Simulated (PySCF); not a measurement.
```xyz
18
charge 0, multiplicity 1
Ta   -0.0016    0.0051   -0.0139
N     0.0528   -0.0195    1.7606
H     0.0752   -0.0405    2.7719
O     1.6353   -0.7083   -0.6774
C     2.8672   -1.2738   -0.3693
H     3.0418   -1.2979    0.7209
H     3.6819   -0.6950   -0.8374
H     2.9219   -2.3075   -0.7519
O    -0.2241    1.8079   -0.5867
C    -0.3449    3.1402   -0.2107
H    -0.3070    3.2579    0.8867
H    -1.3022    3.5552   -0.5706
H     0.4710    3.7387   -0.6515
O    -1.4713   -1.0545   -0.5970
C    -2.5571   -1.8533   -0.2643
H    -2.6740   -1.9460    0.8300
H    -2.4331   -2.8656   -0.6860
H    -3.4882   -1.4263   -0.6757
```

What structure does this define?

It has 18 atoms: 3 carbon, 10 hydrogen, 1 nitrogen, 3 oxygen and 1 tantalum (C3H10NO3Ta). Its SMILES string is `C[O][Ta](=[NH])([O]C)[O]C`. Coordination: 1 Ta tetrahedral; 1 N linear; 3 O bent; 3 C tetrahedral.

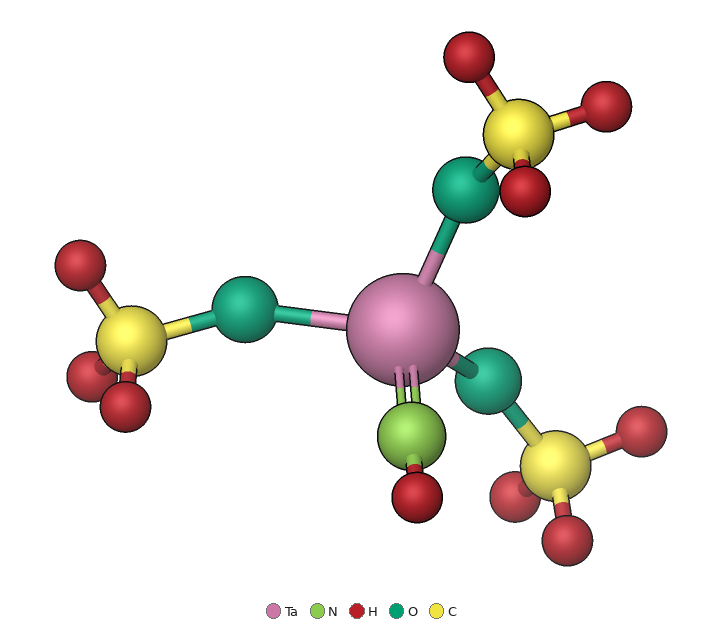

Figure made from data computed with PySCF.
